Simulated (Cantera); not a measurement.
Input: 1 mol ZrO2, 6.2 mol H2, 2.7 mol N2, equilibrated at 1498.15 K.

These are equilibrium values from Cantera (NASA tables, ideal gas, pure condensed phases), not measurements of a reactor. Candidate condensed phases: H2O, Zr, ZrN, ZrO2; 28 gas species. Mutual solubility and eutectic melting of coexisting phases are not modelled. ZrN: taken at fixed stoichiometry. Condensed phases not in the tables: solid solutions among these carbides, nitrides and lower oxides. Kinetics and transport are ignored.

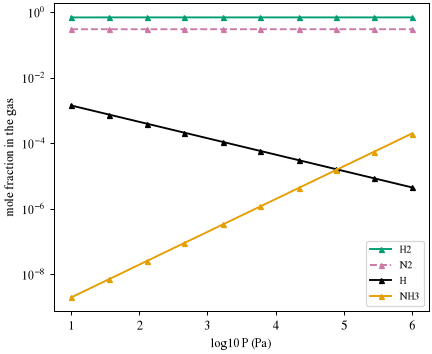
Fig. 1. Equilibrium gas composition (values under 1e-9 drawn at 1e-9)

From 10.0 Pa to 2.80 bar the condensed part is ZrO2(tetragonal). At 10.0 bar the condensed part is ZrN(s) + ZrO2(tetragonal).
